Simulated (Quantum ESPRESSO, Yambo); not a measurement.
# SiC (Moissanite): G0W0 with Yambo, start to end, part 3 of 3

How does a plane-wave GW calculation on SiC (Moissanite) run from the first input to the gap?

Quantum ESPRESSO 7.5 and Yambo 5.3.0; PBE and many-body steps on it, plane waves. Known limits of the many-body steps: not at the basis limit; coarse k mesh.

So far. Step 3 (Bands along the symmetry lines): The gap is 2.012 eV, −0.005 eV from the run before at this level. Step 4 (Empty states on the mesh, 6×6×1 mesh, 306 bands): On this mesh the gap is 2.017 eV.

### Step 5. Conversion and set-up

This step: Yambo 5.3.0; conversion and set-up on PBE, plane waves, norm-conserving pseudopotentials.

The states are converted to the many-body program's format and the q mesh is built.

Command:

```sh
$ (cd o/x.save; p2y > p2y.log; mv SAVE ../..); yambo > setup.log
```

Log:

```text
 Yambo, version 5.3.0

 [02] CORE Variables Setup
 =========================

  [02.01] Unit cells
  ==================

  Cell kind             :  HCP
  Atoms in the cell     :  Si  C
  number of Si atoms    :   6
  number of C  atoms    :   6

  List of atomic masses
  Mass of Si    :  28.08500
  Mass of C     :  12.01100

  List of atomic coordinates    : [cc]
  Si1       :  0.000000  0.000000  0.000000  order 1
  Si2       :   0.00000   0.00000  14.29086  order 2
  Si3       : -0.29111E-09   3.3615       4.7560      order 3
  Si4       :   2.91112   1.68074  19.04686  order 4
  Si5       :  2.911123  1.680738  9.514858  order 5
  Si6       : -0.29111E-09   3.3615       23.806      order 6
  C1       : -0.29111E-09   3.3615       1.1776      order 7
  C2       :   2.91112   1.68074  15.46843  order 8
  C3       :  2.911123  1.680738  5.945000  order 9
  C4       : -0.29111E-09   3.3615       20.236      order 10
  C5       :   0.00000   0.00000  10.70672  order 11
  C6       :   0.00000   0.00000  24.99758  order 12

  Alat factors          :   5.82225   5.04221  28.58173 [a.u.]
  Direct lattice volume :  839.0740 [a.u.]
  Direct lattice vectors:  A[ 1 ]  A[ 2 ]  A[ 3 ]
   A[ 1 ]:  1.000000 -0.000000  0.000000  [iru]
   5.822246 -0.000000  0.000000  [cc]
   A[ 2 ]: -0.500000  1.000000  0.000000  [iru]
  -2.911123  5.042213  0.000000  [cc]
   A[ 3 ]:  0.000000  0.000000  1.000000  [iru]
    0.00000   0.00000  28.58173  [cc]

  Recip. lattice volume :  0.295624 [a.u.]
  Recip. lattice vectors:  B[ 1 ]  B[ 2 ]  B[ 3 ]
   B[ 1 ]:  1.000000  0.500000  0.000000  [iku]
   1.079169  0.623058 -0.000000  [cc]
   B[ 2 ]:  0.000000  1.000000  0.000000  [iku]
   0.000000  1.246117 -0.000000  [cc]
   B[ 3 ]:  0.000000  0.000000  1.000000  [iku]
  -0.000000 -0.000000  0.219832  [cc]

  [02.02] Symmetries
  ==================

  Inversion symmetry    : yes
  Spatial inversion     : no
  Inversion index       :   7
  K-space Time-reversal : yes
  Magnetic symmetries   : no
  Time-reversal derived K-space symmetries:   7  12
  Group table correct   : yes
  Symmetries units      :  [cc]

   [S  1]:   1.0000       0.0000       0.0000     -0.31115E-16   1.0000       0.0000       0.0000       0.0000       1.0000
   [S  2]: -0.500000  0.866025  0.000000 -0.866025 -0.500000  0.000000  0.000000  0.000000  1.000000
   [S  3]: -0.500000 -0.866025  0.000000  0.866025 -0.500000  0.000000  0.000000  0.000000  1.000000
   [S  4]:  -1.0000       0.0000       0.0000      0.31115E-16   1.0000       0.0000       0.0000       0.0000       1.0000
   [S  5]:  0.500000  0.866025  0.000000  0.866025 -0.500000  0.000000  0.000000  0.000000  1.000000
   [S  6]:  0.500000 -0.866025  0.000000 -0.866025 -0.500000  0.000000  0.000000  0.000000  1.000000
   [S* 7]:  -1.0000      -0.0000      -0.0000      0.31115E-16  -1.0000      -0.0000      -0.0000      -0.0000      -1.0000
[...]
K/Q-points units:
  rlu = crystal or reduced units; cc = cartesian coordinates; iku = interal k-units

  K [1]          [rlu]:  0.000000  0.000000  0.000000
         WF components:   8941
  K [2]          [rlu]:  0.000000  0.166667  0.000000
         WF components:   8976
  K [3]          [rlu]:  0.000000  0.333333  0.000000
         WF components:   9014
  K [4]          [rlu]:  0.000000 -0.500000  0.000000
         WF components:   9034
  K [5]          [rlu]:  0.166667  0.166667  0.000000
         WF components:   9010
  K [6]          [rlu]:  0.166667  0.333333  0.000000
         WF components:   9055
  K [7]          [rlu]:  0.333333  0.333333  0.000000
         WF components:   9084

  [02.05] Energies & Occupations
  ==============================

  [X] === General ===
  [X] Electronic Temperature                        :  0.000000  0.000000 [eV K]
  [X] Bosonic    Temperature                        :  0.000000  0.000000 [eV K]
  [X] Finite Temperature mode                       : no
  [X] El. density                                   :  0.38604E+24 [cm-3]
  [X] Fermi Level                                   :  9.528320 [eV]

  [X] === Gaps and Widths ===
  [X] Conduction Band Min                           :  2.016740 [eV]
  [X] Valence Band Max                              :  0.000000 [eV]
  [X] Filled Bands                                  :  24
  [X] Empty Bands                                   :   25  306
  [X] Direct Gap                                    :  3.123141 [eV]
  [X] Direct Gap localized at k                     :   4
  [X] Indirect Gap                                  :  2.016740 [eV]
  [X] Indirect Gap between kpts                     :   1   4
  [X] Last valence band width                       :  2.077945 [eV]
  [X] 1st conduction band width                     :  3.147621 [eV]

  E @ K [1]:  [eV]
  -15.45523 -14.94927 -14.88428 -13.42485 -13.36216 -11.89786  -8.58747  -6.25180
[...]
occ @ K [1]
[...]
E @ K [2]:  [eV]
[...]
occ @ K [2]
[...]
E @ K [3]:  [eV]
[...]
occ @ K [3]
[...]
E @ K [4]:  [eV]
[...]
occ @ K [4]
[...]
E @ K [5]:  [eV]
[...]
occ @ K [5]
[...]
E @ K [6]:  [eV]
[...]
occ @ K [6]
[...]
E @ K [7]:  [eV]
[...]
occ @ K [7]
[...]
0.000000  0.000000  0.000000  0.000000  0.000000  0.000000  0.000000  0.000000
   0.000000  0.000000  0.000000  0.000000  0.000000  0.000000  0.000000  0.000000

 [03] Transferred momenta grid and indexing
 ==========================================

 IBZ Q-points                                      :   7
 BZ  Q-points                                      :   36

 K/Q-points units:
 rlu = crystal or reduced units; cc = cartesian coordinates; iku = interal k-units

 Q [1]          [rlu]:  0.000000  0.000000  0.000000
 Q [2]          [rlu]: -0.59880E-17  0.16667       0.0000
 Q [3]          [rlu]: -0.11976E-16  0.33333       0.0000
 Q [4]          [rlu]:  0.17964E-16 -0.50000       0.0000
 Q [5]          [rlu]:  0.166667  0.166667  0.000000
 Q [6]          [rlu]:  0.166667  0.333333  0.000000
 Q [7]          [rlu]:  0.333333  0.333333  0.000000

  [03.01] X indexes
  =================

   [03.01.01] Sigma indexes
   ========================

 [06] Game Over & Game summary
```

The job ended after 2.3 s (1 MPI rank of Arm Neoverse V2, shared host; peak memory 0.24 GiB).

### Step 6. Screening and self-energy, 6×6×1 mesh, 306 bands, screening to 163.3 eV

G0W0 replaces the xc potential by the self-energy, built once from these orbitals. Only a window of levels is corrected, while the sums run over the empty bands that the input names.

This step: G0W0 on PBE, plane waves, norm-conserving pseudopotentials.

File gw1.in:

```
HF_and_locXC
gw0
dyson
ppa
em1d
rim_cut
RandQpts= 1000000
RandGvec= 1 RL
EXXRLvcs= 74 Ry
VXCRLvcs= 296 Ry
Chimod= "HARTREE"
% BndsRnXp
 1 | 306 |
%
NGsBlkXp= 12 Ry
% LongDrXp
 1 | 1 | 1 |
%
% GbndRnge
 1 | 306 |
%
DysSolver= "n"
ExtendOut
PPAPntXp= 27.21138 eV
% QPkrange
 1 | 1 | 23 | 26 |
 4 | 4 | 23 | 26 |
%
```

Command:

```sh
$ OMP_NUM_THREADS=2 mpirun -n 2 yambo -F gw1.in -J gw1 -C gw1 > gw1.log
```

Log:

```text
 Yambo, version 5.3.0

 [02] CORE Variables Setup
 =========================

  [... cell, symmetries and grids as in the set-up ...]

  [02.05] Energies & Occupations
  ==============================

  [X] === General ===
  [X] Electronic Temperature                        :  0.000000  0.000000 [eV K]
  [X] Bosonic    Temperature                        :  0.000000  0.000000 [eV K]
  [X] Finite Temperature mode                       : no
  [X] El. density                                   :  0.38604E+24 [cm-3]
  [X] Fermi Level                                   :  9.528320 [eV]

  [X] === Gaps and Widths ===
  [X] Conduction Band Min                           :  2.016740 [eV]
  [X] Valence Band Max                              :  0.000000 [eV]
  [X] Filled Bands                                  :  24
  [X] Empty Bands                                   :   25  306
  [X] Direct Gap                                    :  3.123141 [eV]
  [X] Direct Gap localized at k                     :   4
  [X] Indirect Gap                                  :  2.016740 [eV]
  [X] Indirect Gap between kpts                     :   1   4
  [X] Last valence band width                       :  2.077945 [eV]
  [X] 1st conduction band width                     :  3.147621 [eV]

 [03] Transferred momenta grid and indexing
 ==========================================

 IBZ Q-points                                      :   7
 BZ  Q-points                                      :   36

 K/Q-points units:
 rlu = crystal or reduced units; cc = cartesian coordinates; iku = interal k-units

 Q [1]          [rlu]:  0.000000  0.000000  0.000000
 Q [2]          [rlu]: -0.59880E-17  0.16667       0.0000
 Q [3]          [rlu]: -0.11976E-16  0.33333       0.0000
 Q [4]          [rlu]:  0.17964E-16 -0.50000       0.0000
 Q [5]          [rlu]:  0.166667  0.166667  0.000000
 Q [6]          [rlu]:  0.166667  0.333333  0.000000
 Q [7]          [rlu]:  0.333333  0.333333  0.000000

 [04] Coloumb potential Random Integration (RIM)
 ===============================================

  [04.01] RIM initialization
  ==========================

  * Diagonal components only detected *

  8 x (sBL volume)        :  0.065694 [a.u.]
  sBZ random points       :  1000000
  Points outside the sBZ  :   7993074
  RL volume               :  0.295624 [a.u.]
  Integrated volume       :  0.295880 [a.u.]

  [04.02] RIM integrals
  =====================

  Gamma point sphere radius             :  0.073191 [a.u.]
  Points outside the sphere             :   799491
  [Int_sBZ(q=0) 1/q^2]*(Vol_sBZ)^(-1/3) =:  7.699861
                                 should be <:  7.795600

  Summary of Coulomb integrals for non-metallic bands |Q|[au] RIM/Bare

  Q [1] 0.100000E-4 0.987719 * Q [2] 0.207686 1.035382
  Q [5] 0.359723 1.014582 * Q [3] 0.415372 1.011323
  Q [6] 0.549486 1.006889 * Q [4] 0.623058 1.006049
  Q [7] 0.719446 1.004351

 [05] Dipoles
 ============

  [05.01] Setup: observables and procedures
  =========================================

  [WARNING] [x,Vnl] slows the Dipoles computation. To neglect it rename the ns.kb_pp file

 [06] Dynamic Dielectric Matrix (PPA)
 ====================================

 [WR./gw1//ndb.pp]---------------------------------------------------------------
  Brillouin Zone Q/K grids (IBZ/BZ)                :    7   36    7   36
  RL vectors                                       :  11311 [WF]
  Coulomb cutoff potential                         : none
  Electronic Temperature                           :  0.000000 [K]
  Bosonic    Temperature                           :  0.000000 [K]
  PPA    diel. fun.  energies                      : Perdew, Burke & Ernzerhof(X)+Perdew, Burke & Ernzerhof(C)
  wavefunctions                                    : Perdew, Burke & Ernzerhof(X)+Perdew, Burke & Ernzerhof(C)
  Global Gauge                                     : length
  X matrix size                                    :   601
  X band range                                     :    1  306
  X e/h energy range                               : -1.000000 -1.000000 [eV]
  X Time ordering                                  : R
  X Hxc Kernel                                     : HARTREE
  X Drude frequency                                :  0.000000  0.000000
  X poles                                          :  100.0000 [o/o]
  RL vectors in the sum                            :  11311
  [r,Vnl] included                                 : yes
  Field direction                                  :  0.577350E-5  0.577350E-5  0.577350E-5
  BZ energy Double Grid                            : no
  BZ energy DbGd points                            : 0
  BZ Q point size factor                           : -1.000000
  X Optical Averaged directions                    : none

 [07] Local Exchange-Correlation + Non-Local Fock
 ================================================

 [VXC] Plane waves :   72085
 [EXS] Plane waves :   8953

 QP @ state[ 1 ] K range:  1  1
 QP @ state[ 1 ] b range:  23  26
 QP @ state[ 2 ] K range:   4   4
 QP @ state[ 2 ] b range:  23  26

 [xc] Functional : Perdew, Burke & Ernzerhof(X)+Perdew, Burke & Ernzerhof(C)
 [xc] LIBXC used to calculate xc functional
  PP Number of Atomic Species                      :  2
  NLCC RL compoments                               :   72085
  PP Number of Atomic Species                      :  2
  NLCC RL compoments                               :   72085

 [xc] E_xc :  -18.27642 [Ha]
      E_xc :  -36.55284 [Ry]

  Local XC kind (lXC) : Perdew, Burke & Ernzerhof(X)+Perdew, Burke & Ernzerhof(C)
  Non-Local XC kind (nlXC) : Hartree-Fock

  Corrections @ K [1] :  [eV]
 <23|nlXC|23> = -17.32276  0.44448E-17 <23|lXC|23> = -14.95422  0.000000
 <24|nlXC|24> = -17.32275  0.49513E-17 <24|lXC|24> = -14.95422 -0.18882E-15
 <25|nlXC|25> = -6.944283  0.10610E-18 <25|lXC|25> = -12.14735  0.18882E-15
 <26|nlXC|26> = -6.855815  0.17076E-17 <26|lXC|26> = -12.09673  0.000000

  Corrections @ K [4] :  [eV]
 <23|nlXC|23> = -16.70559  0.18323E-16 <23|lXC|23> = -13.90584 -0.47204E-16
 <24|nlXC|24> = -17.33410  0.38512E-17 <24|lXC|24> = -14.49916  0.72281E-16
 <25|nlXC|25> = -6.763821 -0.15531E-17 <25|lXC|25> = -10.92842  0.70806E-16
 <26|nlXC|26> = -6.504908 -0.25544E-17 <26|lXC|26> = -10.77706  0.29503E-16

 [08] Dyson equation: Newton solver
 ==================================

  [08.01] G0W0 (W PPA)
  ====================

  [  GW  ] Bands range     :    1  306
  [GW/PPA] G damping       :  0.100000 [eV]

  QP @ state[ 1 ] K range:  1  1
  QP @ state[ 1 ] b range:  23  26
  QP @ state[ 2 ] K range:   4   4
  QP @ state[ 2 ] b range:  23  26

   Sc/G bands                                       :    1  306
   Sc/G damping                                     :  0.100000 ev
   Sc bands terminator                              : no
   Sx RL components                                 :   8953

   QP @ state[ 1 ] K range                          :  1  1
   QP @ state[ 1 ] b range                          :  23  26
   QP @ state[ 2 ] K range                          :   4   4
   QP @ state[ 2 ] b range                          :  23  26
   GF energies kind                                 : Perdew, Burke & Ernzerhof(X)+Perdew, Burke & Ernzerhof(C)
   GF WF`s kind                                     : Perdew, Burke & Ernzerhof(X)+Perdew, Burke & Ernzerhof(C)
   Xs energies kind                                 : Perdew, Burke & Ernzerhof(X)+Perdew, Burke & Ernzerhof(C)
   Xs WF`s kind                                     : Perdew, Burke & Ernzerhof(X)+Perdew, Burke & Ernzerhof(C)

 [11] Game Over & Game summary
```

The job ended after 18 min (2 MPI ranks; peak memory 1.6 GiB; 67 min of CPU time).

This step gave:

- G0W0 gap on the points computed: 2.665 eV
- starting gap on the mesh: 2.017 eV
- k of the valence top: 0, 0, 0
- k of the conduction bottom: 0, -0.5, 0
- least direct G0W0 gap on the computed points: 3.922 eV
- Z at the valence top: 0.7992
- Z at the conduction bottom: 0.8224

The gap on the mesh goes from 2.02 eV to 2.66 eV, a correction of +0.65 eV.

Limits: finite bands, cutoff and mesh; coarse k mesh. v1 is the top filled band, c1 the lowest empty one. Levels before and after the correction, in eV, zero at the valence-band top of each column:

```csv
,conduction bottom,valence top
Kohn-Sham,2.02,0.00
G0W0,2.66,0.00
```

```csv
,level,energy (eV)
Kohn-Sham,Γ v2-v1,0.000
Kohn-Sham,Γ c1,5.164
Kohn-Sham,Γ c2,5.336
Kohn-Sham,(0 -0.5 0) v2,-1.662
Kohn-Sham,(0 -0.5 0) v1,-1.106
Kohn-Sham,(0 -0.5 0) c1,2.017
Kohn-Sham,(0 -0.5 0) c2,2.207
G0W0,Γ v2-v1,0.000
G0W0,Γ c1,6.001
G0W0,Γ c2,6.165
G0W0,(0 -0.5 0) v2,-1.854
G0W0,(0 -0.5 0) v1,-1.257
G0W0,(0 -0.5 0) c1,2.665
G0W0,(0 -0.5 0) c2,2.855
```

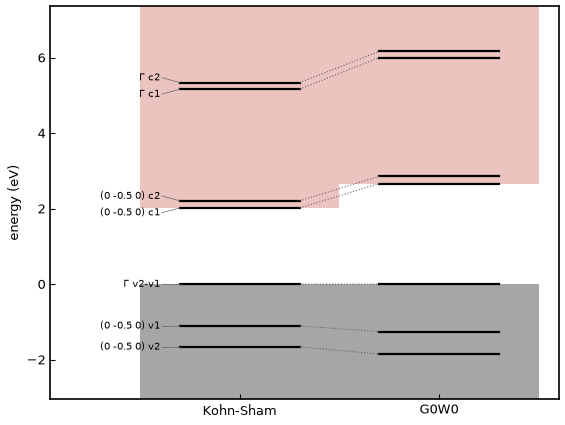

Levels before and after the correction. Shaded: valence and conduction bands.

### Step 7. Where the time went

Times are wall times on the hardware named with each run, good to a factor of about two.

```csv
step,time,share,memory (GiB)
ground state,30 s,3 %,0.51
bands along the symmetry lines,34 s,3 %,0.39
empty states on the mesh,62 s,5 %,1.2
conversion and set-up,2.3 s,0 %,0.24
screening and self-energy,18 min,89 %,1.6
```

### Step 8. Summary of results

| Property | Result |
| --- | --- |
| PBE gap | 2.01 eV, indirect |
| G0W0 gap on the mesh | 2.66 eV |
| GW settings | 6×6×1 mesh, 306 bands, screening to 163.3 eV, Godby-Needs plasmon pole |
| known limits | not at the basis limit; coarse k mesh |

In words: G0W0 moves the gap on the mesh from 2.02 eV to 2.66 eV (+0.65 eV), with Z of 0.80 and 0.82 at the edges. Only 2 of the mesh's irreducible points were corrected, so a valley elsewhere could overtake. The dearest step here is «screening and self-energy». Against experiment, by G0W0@PBE: the gap of 2.66 eV lies −0.36 eV from the measured 3.02 eV (kind not stated, quoted 2020); the gap of 2.66 eV lies −0.34 eV from the measured 3 eV (optical, 2017); the gap of 2.66 eV lies −0.37 eV from the measured 3.03 eV (indirect, quoted 2018). An exciton line or allowed optical edge lies below the quasiparticle gap by the binding energy; a forbidden edge can push the onset above it. The calculation has static nuclei and no excitons; a measured gap holds zero-point and thermal motion, which mostly lowers it. Bands and cutoff are finite, so the gap is not at the basis limit. The miss can reach some tenths of an eV and take either sign; the mesh is an error of its own. In the G0W0 run levels were corrected at 2 k points alone, so a gap called «on the mesh» is the least over those, and an edge elsewhere would be missed. The 6×6×1 mesh is coarse for this cell, which bears on the long-range parts of exchange and screening.

[Paths, hosts, dates, memory and timing lines, banners, echoed tables and standing remarks are left out of the program output.]

[Logs are printed without paths, hosts, clocks, repeated set-up lines and the standing remarks that a program may print on its own settings, such as how far it seeks lower states.]

[Runs of the session that timed out or met a known fault of the program may be left out.]

[Hosts, paths, dates, database ids (printed as entryN), source tags and the programs' standing remarks are cut or masked in the printed files.]
